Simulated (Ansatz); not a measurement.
# Heat carried by phonons in NaI (Fm-3m)

Aim: the lattice thermal conductivity of NaI against temperature, and which phonons carry it.

What experiment has found for this phase:
- thermal conductivity 1.8 W/m/K near room temperature (given in “Combining the AFLOW GIBBS and Elastic Libraries to efficiently and robustly screen thermo-mechanical properties of solids”, 2017, arXiv:1611.05714)
- thermal conductivity 1.8 W/m/K near room temperature (given in “Predicting the lattice thermal conductivity of solids by solving the Boltzmann transport equation: AFLOW - AAPL an automated, accurate and efficient framework”, 2017, arXiv:1611.05481)

Program: Ansatz 0.2.0. Level of theory: DFT LDA, scalar-relativistic, plane waves, PAW; PAW set soft_1, in the first sound run; inputs show where later runs differ. Results are calculated unless marked as measured.

## 1. Starting point

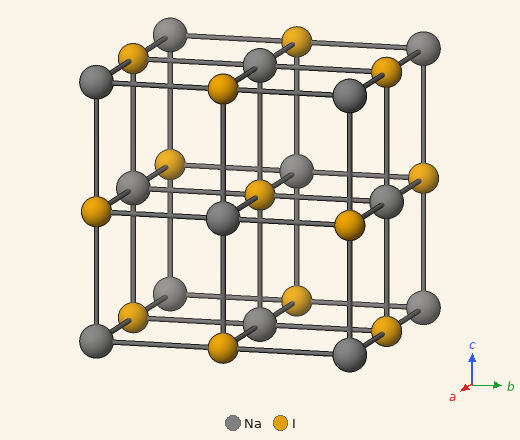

Start, viewed slightly off an axis; sodium grey, iodine orange. This picture shows the conventional cell, with its axes. Some periodic images of atoms are drawn too.

As a file:

```cif
data_structure
_symmetry_space_group_name_H-M 'Fm-3m'
_symmetry_Int_Tables_number 225
_cell_length_a 6.4728
_cell_length_b 6.4728
_cell_length_c 6.4728
_cell_angle_alpha 90.000
_cell_angle_beta 90.000
_cell_angle_gamma 90.000
_cell_volume 271.19
loop_
_atom_site_label
_atom_site_type_symbol
_atom_site_symmetry_multiplicity
_atom_site_Wyckoff_symbol
_atom_site_fract_x
_atom_site_fract_y
_atom_site_fract_z
_atom_site_occupancy
Na1 Na 4 a 0.00000 0.00000 0.00000 1
I1 I 4 b 0.50000 0.00000 0.00000 1
```

## 2. Probe on a coarse mesh

Before spending time, one coarse run tells the gap and the pressure of the starting cell.

File input.yaml:

```yaml
crystal:
  lattice:
    - [0.0, 3.2364, 3.2364]
    - [3.2364, 0.0, 3.2364]
    - [3.2364, 3.2364, 0.0]
  atoms:
    - { symbol: Na, position: [0.0, 0.0, 0.0] }
    - { symbol: I, position: [0.5, 0.5, 0.5] }
kpoints:
  mp_grid: { grid: [6, 6, 6] }
hamiltonian:
  xc: lda
  pseudopotentials: { kind: paw, azcp: { folder: soft_1 }, xc_functional: pbe }
scf:
  occupations: { method: gaussian, width: 0.1 }
  lower_state_search: "off"
output:
  forces: true
  stress: true
  eigenvalues: true
```

The run is started by

```sh
$ ansatz run input.yaml --threads 18 --pin off --max-ram 92160MiB --backend cuda --events-out ev --progress --plain --runs-dir out
```

Numbers of over 12 decimals in the logs are rounded to 6 here.

Log:

```text
Engine: ansatz 0.2.0, aarch64-unknown-linux-gnu
Pseudopotentials: kind: paw
Pseudopotential: Na, paw, valence charge 9, recommended cutoff 420 eV (normal), soft_1/Na.paw.azcp
Pseudopotential: I, paw, valence charge 17, recommended cutoff 420 eV (normal), soft_1/I.paw.azcp
Functional definition: SPW92
  exchange = slater_x
  correlation = pw_c
device memory: the entry about to start is reckoned to put 0.8 GiB on a device that reports 182.5 GiB free
GPU FFT provider: cuFFT
GPU libraries: cuBLAS 13.8.1, cuFFT 12.4.0, cuSOLVER 12.3.2
GPU matrix products: emulated (plane waves: as basis.precision tells), large ones in fixed point in workspaces of 1.00 GiB
Crystal: 2 atoms, lattice volume = 67.798 Å³
Basis set: ecut = 420 eV, 1363 PW (Γ)
Bands: 17, of which v1, the nominal top of the filled ones, is band 13 counted from 1 (12 counted from 0)
Symmetry: 48 space group operations
Space group: Fm-3m (ITA 225), of the structure as read, at distance tolerance 4.1e-5 Å
k-points: 16 of 216
Non-local potential: Na, projectors of the file, l = 0: 3, l = 1: 2, l = 2: 1
Non-local potential: I, projectors of the file, l = 0: 2, l = 1: 2, l = 2: 2, l = 3: 1
PAW form: soft (Blöchl's): semilocal exchange-correlation on the pseudo side does not see the compensation charge
PAW frozen core: Na, regenerated for the run's functional, and the local potential with it (the file was generated under x = pbe(κ = 0.804, μ = 0.219515), c = pbe(β = 0.066725))
PAW frozen core: I, regenerated for the run's functional, and the local potential with it (the file was generated under x = pbe(κ = 0.804, μ = 0.219515), c = pbe(β = 0.066725))
PAW one-centre angular grid: Na, 110 points (default); XC on 64 Gauss nodes
PAW one-centre angular grid: I, 590 points (default); XC on 64 Gauss nodes
Initial density: superposition of atomic densities (chi_scale 0.1, normalization cell, long waves kept (reshape's long-wave potential 0.00 eV rms))
Initial wavefunctions: pseudopotential atomic-orbital guess
GPU buffer pool allocated for 32768 grid points (all kernels)
GPU transforms: local potential and band sums: pruned to the plane-wave sphere, on 30×32×32
Functional: x = slater, c = lda
SCF iter   1: F=—  HF=-8826.188840 eV  |F-HF|=—  |Δ(HF+E_count)|=         —  Δρ=5.79e-2  dr2=2.29e0  ethr=3.10e-3  ⟨swp⟩=6.1  Hψ=1616  notcnv=0
preconditioner: auto → none  [insulator: Δε(μ)=2.273 eV  Ē_g=9.707 eV  σ=0.100 eV  W_gap=1.00  n_scr=14 (ndim 8)  ℏωp=12.8 eV  f_vac=0.007  D(μ)=0.00/eV (n_scr^D=0)  ε∞_Penn≈2.7]
SCF iter   2: F=—  HF=-8825.080096 eV  |F-HF|=—  |Δ(HF+E_count)|=    1.11e0  Δρ=1.12e-2  dr2=9.88e-2  ethr=3.10e-3  ⟨swp⟩=3.5  Hψ=745  notcnv=0
SCF iter   3: F=—  HF=-8825.056591 eV  |F-HF|=—  |Δ(HF+E_count)|=   2.35e-2  Δρ=4.75e-3  dr2=1.31e-2  ethr=3.80e-4  ⟨swp⟩=2.9  Hψ=509  notcnv=0
SCF iter   4: F=—  HF=-8825.055972 eV  |F-HF|=—  |Δ(HF+E_count)|=   6.20e-4  Δρ=1.00e-3  dr2=7.86e-4  ethr=5.04e-5  ⟨swp⟩=2.2  Hψ=407  notcnv=0
SCF iter   5: F=—  HF=-8825.055837 eV  |F-HF|=—  |Δ(HF+E_count)|=   1.34e-4  Δρ=1.22e-4  dr2=7.39e-6  ethr=3.02e-6  ⟨swp⟩=2.1  Hψ=394  notcnv=0
SCF iter   6: F=—  HF=-8825.055883 eV  |F-HF|=—  |Δ(HF+E_count)|=   4.62e-5  Δρ=2.51e-5  dr2=2.32e-7  ethr=2.84e-8  ⟨swp⟩=2.1  Hψ=479  notcnv=0
SCF iter   7: F=-8825.055883 eV  HF=-8825.055883 eV  |F-HF|=4.49e-9  |Δ(HF+E_count)|=   3.47e-7  Δρ=3.72e-6  dr2=5.93e-9  ethr=3.85e-10  ⟨swp⟩=8.2  Hψ=1601  notcnv=0
SCF 1 converged in 7 iterations: F = -8825.055883 eV  dr2 = 5.93e-9
  greatest PAW one-centre occupation: 0.999 electrons in one spin orbital (limit 2), on the Na atom at site 0 (counted from 0), in its partial waves of l = 0
SCF converged after 7 iterations
Free energy (F): -8825.055883 eV
Harris-Foulkes:  -8825.055883 eV  (|F-HF|=4.49e-9)
Internal energy: -8825.055883 eV  (E = F + TS)
E sigma→0 (E₀):  -8825.055883 eV
Fermi energy:    4.459556 eV
--- Per-component energies (eV) ---
  E_band       = -619.430251
  E_kinetic    = 272.916251
  E_local      = -3688.945631  (includes V_loc(G=0)·N_el)
  E_nonlocal   = 401.303477
  E_hartree    = 1493.189909
  E_xc         = -143.479192
  E_vxc        = -158.161564  (∫ρ·V_xc dr)
  E_paw        = -4903.110229  (= ΣΔE_a)
  E_vpaw       = -432.918285  (= ΣTr[D̂ρ^β])
  E_aug_tail   = -0.002431  (compensation charges beyond the density's cutoff)
  E_ewald      = -2257.850118
  E_core_change = 0.922081  (= ΣΔE_core)
  E_smearing   = -0.000000  (= −TS)
  E_closure    = 0.000000  (closes the sum)
  Σ components = -8825.055883   (vs F -8825.055883, Δ=0.00e0)
--- Forces (eV/Å), atoms counted from 1 ---
  atom   1  Na     0.00000000    -0.00000000    -0.00000000
  atom   2  I      0.00000000     0.00000000     0.00000000
  max |Σ_I F_I| component: 8.87e-25 eV/Å
--- Stress (GPa, compression-positive) ---
       -1.637420       0.000000       0.000000
       -0.000000      -1.637420       0.000000
        0.000000       0.000000      -1.637420
  P = ⅓ Tr σ = -1.6374 GPa (-16.374 kbar)
--- Band table (eV; the first three rows and the last of 16) ---
  k-point 0: bands = [... 9 lower, -8.3328, 2.7914, 2.7914, 2.7914, 6.1245, 10.6299, 10.6299, 10.6299]
  k-point 1: bands = [... 9 lower, -8.2593, 2.0226, 2.7149, 2.7149, 6.9667, 10.1018, 10.8138, 10.8138]
  k-point 2: bands = [... 9 lower, -8.1038, 0.9741, 2.5725, 2.5725, 7.6534, 10.3679, 10.3679, 10.5837]
  k-point 15: bands = [... 9 lower, -7.9386, 1.0794, 1.6577, 1.8770, 7.9476, 9.1448, 11.1895, 11.2252]
```

The job ended after 1.4 s (1 × NVIDIA GB200 with 18 threads of Arm Neoverse V2, shared host; peak memory 1.1 GiB; 2 s of CPU time).

Reading the cycles: dr2 is the Hartree energy of the density residual (eV), the measure of convergence; HF is the Harris–Foulkes estimate of the energy, which meets the free energy F at convergence.

Numbers from this step:

- pressure: -1.637 GPa
- gap on the k-mesh: 3.333 eV
- volume per atom: 33.90 Å³/atom

The start is under -1.6 GPa at this level and looks like an insulator or semiconductor on this mesh.

## 3. Relaxation

The vibrations must be taken about the equilibrium of this functional, not about the starting cell, so the structure is relaxed.

input.yaml, as its differences from that of step 2:

```diff
@@ -14,3 +14,3 @@
 scf:
-  occupations: { method: gaussian, width: 0.1 }
+  occupations: { method: gaussian, width: 0.02 }
   lower_state_search: "off"
@@ -20 +20,6 @@
   eigenvalues: true
+relax:
+  adjacent_minimum: "off"
+  f_tol: 0.005
+  max_steps: 80
+  cell: { stress_tol: 0.05 }
```

Log:

```text
[...]
Crystal: 2 atoms, lattice volume = 67.798 Å³
Basis set: ecut = 420 eV, 1363 PW (Γ)
Bands: 17, of which v1, the nominal top of the filled ones, is band 13 counted from 1 (12 counted from 0)
Symmetry: 48 space group operations
[...]
k-points: 16 of 216
[...]
SCF iter   1: F=—  HF=-8826.188345 eV  |F-HF|=—  |Δ(HF+E_count)|=         —  Δρ=5.78e-2  dr2=2.28e0  ethr=3.10e-3  ⟨swp⟩=6.7  Hψ=1470  notcnv=0
[...]
SCF iter   2: F=—  HF=-8825.079808 eV  |F-HF|=—  |Δ(HF+E_count)|=    1.11e0  Δρ=1.12e-2  dr2=9.83e-2  ethr=3.10e-3  ⟨swp⟩=3.6  Hψ=750  notcnv=0
[...]
SCF iter   7: F=-8825.055883 eV  HF=-8825.055883 eV  |F-HF|=6.91e-11  |Δ(HF+E_count)|=   1.25e-8  Δρ=1.53e-6  dr2=6.28e-10  ethr=8.91e-11  ⟨swp⟩=2.2  Hψ=870  notcnv=0
SCF 1 converged in 7 iterations: F = -8825.055883 eV  dr2 = 6.28e-10
[...]
relax step   1: F+E_penalty+E_count = -8825.05588300 eV  Δ(F+E_penalty+E_count) = +0.000e0 eV  max|allowed force component| = 6.678e-26 eV/Å  Δτ_max = 0.0000 Å  P = -1.637 GPa  Ω = 67.798 Å³  (7 SCF iters, dr2 threshold 1.00e-7 eV, accepted)
[...]
Crystal: 2 atoms, lattice volume = 64.528 Å³
Basis set: ecut = 420 eV, 1243 PW (Γ)
[...]
iter 1 solved again at ethr=1.27e-5 eV; its pass at ethr=3.10e-3 eV (dr2=3.29e-3 eV) is discarded
[...]
SCF iter   2: F=—  HF=-8825.082927 eV  |F-HF|=—  |Δ(HF+E_count)|=   1.73e-3  Δρ=6.68e-4  dr2=2.48e-4  ethr=1.27e-5  ⟨swp⟩=2.9  Hψ=481  notcnv=0
[...]
SCF iter   5: F=-8825.082830 eV  HF=-8825.082830 eV  |F-HF|=4.00e-10  |Δ(HF+E_count)|=   1.55e-7  Δρ=6.64e-6  dr2=1.95e-8  ethr=7.69e-10  ⟨swp⟩=8.6  Hψ=1554  notcnv=0
SCF 2 converged in 5 iterations: F = -8825.082830 eV  dr2 = 1.95e-8
relax step   2: F+E_penalty+E_count = -8825.08283014 eV  Δ(F+E_penalty+E_count) = -2.695e-2 eV  max|allowed force component| = 4.954e-25 eV/Å  Δτ_max = 0.0000 Å  P = -0.935 GPa  Ω = 64.528 Å³  energy of the carried Pulay correction = +3.195e-4 eV  (5 SCF iters, dr2 threshold 2.00e-7 eV, accepted)
[...]
Crystal: 2 atoms, lattice volume = 60.639 Å³
[...]
SCF iter   5: F=-8825.092498 eV  HF=-8825.092498 eV  |F-HF|=1.66e-9  |Δ(HF+E_count)|=   1.63e-7  Δρ=7.37e-6  dr2=1.53e-8  ethr=7.69e-10  ⟨swp⟩=8.4  Hψ=1498  notcnv=0
SCF 3 converged in 5 iterations: F = -8825.092498 eV  dr2 = 1.53e-8
relax step   3: F+E_penalty+E_count = -8825.09249796 eV  Δ(F+E_penalty+E_count) = -9.668e-3 eV  max|allowed force component| = 2.068e-25 eV/Å  Δτ_max = 0.0000 Å  P = +0.245 GPa  Ω = 60.639 Å³  energy of the carried Pulay correction = +7.330e-4 eV  (5 SCF iters, dr2 threshold 2.00e-7 eV, accepted)
[...]
relax step   4: F+E_penalty+E_count = -8825.09293418 eV  Δ(F+E_penalty+E_count) = -4.362e-4 eV  max|allowed force component| = 1.120e-25 eV/Å  Δτ_max = 0.0000 Å  P = -0.024 GPa  Ω = 61.407 Å³  energy of the carried Pulay correction = +6.482e-4 eV  (4 SCF iters, dr2 threshold 1.50e-7 eV, accepted)
[...]
SCF iter   1: F=—  HF=-8825.092228 eV  |F-HF|=—  |Δ(HF+E_count)|=         —  Δρ=8.15e-5  dr2=6.97e-7  ethr=4.69e-6  ⟨swp⟩=2.8  Hψ=2220  notcnv=0
eigensolver tolerance schedule: the retry pair's looser diagonalisation over-reported the residual by 1748.49 of it (diagonalisation noise at an unbounded share of the residual, at the tolerance the schedule requests for it); recorded, not acted on — ethr = c·dr2/N_el stays at c = 1.0e-1
[...]
SCF iter   2: F=—  HF=-8825.092260 eV  |F-HF|=—  |Δ(HF+E_count)|=   3.20e-5  Δρ=3.89e-5  dr2=1.47e-7  ethr=2.68e-9  ⟨swp⟩=3.1  Hψ=554  notcnv=0
[...]
SCF iter   6: F=-8825.092260 eV  HF=-8825.092260 eV  |F-HF|=1.82e-12  |Δ(HF+E_count)|=  1.09e-11  Δρ=5.24e-8  dr2=1.17e-12  ethr=1.00e-12  ⟨swp⟩=7.2  Hψ=1551  notcnv=0
SCF 5 converged in 6 iterations: F = -8825.092260 eV  dr2 = 1.17e-12
relax step   5: F+E_penalty+E_count = -8825.09226029 eV  Δ(F+E_penalty+E_count) = +6.739e-4 eV  max|allowed force component| = 1.405e-27 eV/Å  Δτ_max = 0.0000 Å  P = -0.025 GPa  Ω = 61.407 Å³  stress off target by 2.45e-2 GPa  SCF on the basis re-selected at this cell (its energy is not comparable with the rows above)  (6 SCF iters)
basis re-selected at this cell: Δ(F+E_penalty+E_count) = +6.739e-4 eV, ΔP = -0.001 GPa vs the last step (what re-selecting the basis moved, of the pressure what is left beyond the Pulay correction that the steps carried, after the strain that the cell walked since its last selection, with what the two solves' SCF thresholds leave and, on support functions, any second-order correction that the steps lacked; it is no measure of the basis error at this ecutwfc). The dense FFT grid was sized anew with the basis: this SCF ran on 30×30×30 points, the steps before it on 32×32×32, so part of this shift can come from that change (see relax.cell in the input reference). [rest of the remark cut]
SCF converged after 6 iterations
Free energy (F): -8825.092260 eV
[...]
Internal energy: -8825.092260 eV  (E = F + TS)
E sigma→0 (E₀):  -8825.092260 eV
Fermi energy:    5.563088 eV
[...]
--- Stress (GPa, compression-positive) ---
       -0.024522      -0.000000      -0.000000
       -0.000000      -0.024522      -0.000000
       -0.000000      -0.000000      -0.024522
  P = ⅓ Tr σ = -0.0245 GPa (-0.245 kbar)
--- Band table (eV; the first three rows and the last of 16) ---
  k-point 0: bands = [... 9 lower, -7.6467, 3.7552, 3.7552, 3.7552, 7.3709, 11.5942, 11.5942, 11.5942]
  k-point 1: bands = [... 9 lower, -7.5496, 2.8582, 3.6597, 3.6597, 8.2625, 11.1126, 11.8265, 11.8265]
  k-point 2: bands = [... 9 lower, -7.3406, 1.6350, 3.4837, 3.4837, 8.7367, 11.4237, 11.4237, 12.0557]
  k-point 15: bands = [... 9 lower, -7.1194, 1.7311, 2.4024, 2.6635, 9.0810, 10.0774, 12.4877, 12.5152]
--- Relaxed structure (4 steps of the walk, 4 accepted, 1 SCFs on fresh bases) ---
  F+E_penalty+E_count = -8825.09226029 eV   max|allowed force component| = 1.405e-27 eV/Å   (the final SCF, on the basis selected at the relaxed cell)
  cell:  # Å, volume = 61.4068 Å³
    - [0, 3.131330, 3.131330]
    - [3.131330, 0, 3.131330]
    - [3.131330, 3.131330, 0]
  atoms:
    - { symbol: Na, position: [0, 0, 0] }
    - { symbol: I, position: [0.5, 0.5, 0.5] }
```

The job ended after 2.8 s (1 × NVIDIA GB200 with 18 threads; peak memory 1.2 GiB).

Step by step:

```tsv
step	energy less that of the first step (eV)	largest force component (eV/Å)	pressure (GPa)	volume (Å³)
1	0.0000	0.0000	-1.64	67.80
2	-0.0269	0.0000	-0.93	64.53
3	-0.0366	0.0000	0.24	60.64
4	-0.0371	0.0000	-0.02	61.41
5*	-0.0364	0.0000	-0.02	61.41
```

Relaxation steps marked * repeat the geometry before them on a plane-wave basis chosen anew for their cell, so energy and pressure can jump there.

Forces are held to the 48 operations that the run works with; a distortion that breaks them can't arise in this run.

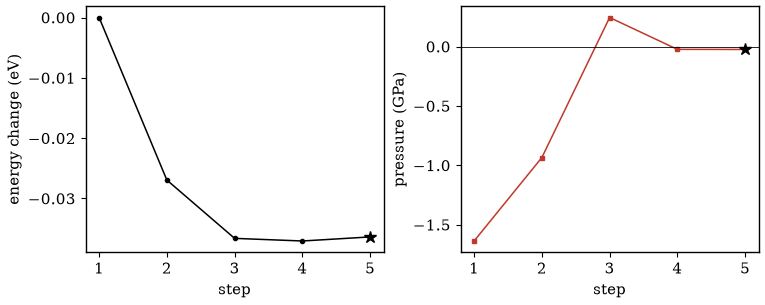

Energy and pressure along the relaxation. Stars mark steps on a basis chosen anew.

```tsv
conventional cell, symmetrised	before	after	change
a (Å)	6.473	6.263	-3.2 %
b (Å)	6.473	6.263	-3.2 %
c (Å)	6.473	6.263	-3.2 %
volume (Å³/atom)	33.90	30.70	-9.4 %
```

The relaxed structure:

```cif
data_structure
_symmetry_space_group_name_H-M 'P 1'
_symmetry_Int_Tables_number 1
_cell_length_a 4.4284
_cell_length_b 4.4284
_cell_length_c 4.4284
_cell_angle_alpha 60.000
_cell_angle_beta 60.000
_cell_angle_gamma 60.000
_cell_volume 61.41
loop_
_atom_site_label
_atom_site_type_symbol
_atom_site_fract_x
_atom_site_fract_y
_atom_site_fract_z
_atom_site_occupancy
Na1 Na 0.00000 0.00000 0.00000 1
I2 I 0.50000 0.50000 0.50000 1
```

This step gave:

```yaml
pressure: -0.02452 GPa
gap_on_the_k_mesh: 3.616 eV
volume_per_atom: 30.70 Å³/atom
```

The relaxation ends with a pressure of -0.02 GPa.

## 4. A second relaxation

The relaxation is run once more from where the first one ended, as the script does after a large change of volume or of the gap, with mesh and occupations reviewed.

input.yaml, as its differences from that of step 3:

```diff
@@ -2,5 +2,5 @@
   lattice:
-    - [0.0, 3.2364, 3.2364]
-    - [3.2364, 0.0, 3.2364]
-    - [3.2364, 3.2364, 0.0]
+    - [0.0, 3.1313302626, 3.1313302626]
+    - [3.1313302626, 0.0, 3.1313302626]
+    - [3.1313302626, 3.1313302626, 0.0]
   atoms:
```

Log:

```text
[...]
GPU FFT provider: cuFFT
GPU libraries: cuBLAS 13.8.1, cuFFT 12.4.0, cuSOLVER 12.3.2
[...]
Crystal: 2 atoms, lattice volume = 61.407 Å³
Basis set: ecut = 420 eV, 1243 PW (Γ)
Bands: 17, of which v1, the nominal top of the filled ones, is band 13 counted from 1 (12 counted from 0)
Symmetry: 48 space group operations
[...]
k-points: 16 of 216
[...]
k-point 15: bands = [... 9 lower, -7.1194, 1.7311, 2.4024, 2.6635, 9.0810, 10.0774, 12.4877, 12.5152]
--- Relaxed structure (1 steps of the walk, 1 accepted, 1 SCFs on fresh bases) ---
[...]
cell:  # Å, volume = 61.4068 Å³
    - [0.0, 3.1313302626, 3.1313302626]
    - [3.1313302626, 0.0, 3.1313302626]
    - [3.1313302626, 3.1313302626, 0.0]
  atoms:
    - { symbol: Na, position: [0.0, 0.0, 0.0] }
    - { symbol: I, position: [0.5, 0.5, 0.5] }
[key lines of the parts left out:]
SCF converged after 8 iterations
Free energy (F): -8825.092260 eV
Fermi energy:    5.563088 eV
P = ⅓ Tr σ = -0.0245 GPa (-0.245 kbar)
```

The job ended after 2.4 s (1 × NVIDIA GB200 with 18 threads; peak memory 1.1 GiB; 3 s of CPU time).

Little changed from the start: no atom moved by 0.005 Å and no cell edge by 0.1 %.

## 5. Tight relaxation

The thresholds are tightened for a last relaxation ahead of the phonons, and where mesh or smearing change with them the cell follows.

input.yaml, the sections that differ from step 4:

```yaml
scf:
  occupations: { method: fixed }
  lower_state_search: "off"
relax:
  adjacent_minimum: "off"
  f_tol: 0.001
  max_steps: 60
  cell: { stress_tol: 0.01 }
# crystal, kpoints, hamiltonian, output: as in step 4
```

Log:

```text
[...]
Crystal: 2 atoms, lattice volume = 61.407 Å³
Basis set: ecut = 420 eV, 1243 PW (Γ)
Bands: 17, of which v1, the nominal top of the filled ones, is band 13 counted from 1 (12 counted from 0)
Symmetry: 48 space group operations
[...]
k-points: 16 of 216
[...]
k-point 15: bands = [... 9 lower, -7.1132, 1.7360, 2.4081, 2.6695, 9.0896, 10.0844, 12.4974, 12.5249]
--- Relaxed structure (2 steps of the walk, 2 accepted, 1 SCFs on fresh bases) ---
[...]
cell:  # Å, volume = 61.3633 Å³
    - [0, 3.130590, 3.130590]
    - [3.130590, 0, 3.130590]
    - [3.130590, 3.130590, 0]
  atoms:
    - { symbol: Na, position: [0, 0, 0] }
    - { symbol: I, position: [0.5, 0.5, 0.5] }
[key lines of the parts left out:]
SCF converged after 9 iterations
Free energy (F): -8825.092270 eV
Fermi energy:    3.762497 eV
P = ⅓ Tr σ = -0.0099 GPa (-0.099 kbar)
```

It took 2.1 s on 1 × NVIDIA GB200 with 18 threads; peak memory 1.1 GiB; 3.3 s of CPU time.

Little changed from the start: no atom moved by 0.005 Å and no cell edge by 0.1 %.

This step gave:

```yaml
pressure: -0.009861 GPa
gap_on_the_k_mesh: 3.618 eV
volume_per_atom: 30.68 Å³/atom
```

The residual pressure is -0.0099 GPa, small enough for phonons.

(Part 1 of 2 ends here.)

[Logs are printed without paths, hosts, clocks, repeated set-up lines and the standing remarks that a program may print on its own settings, such as how far it seeks lower states.]

[Hosts, paths, dates, database ids (printed as entryN), source tags and the programs' standing remarks are cut or masked in the printed files.]

[A step with changed settings may run another functional than the one named; its input shows which.]
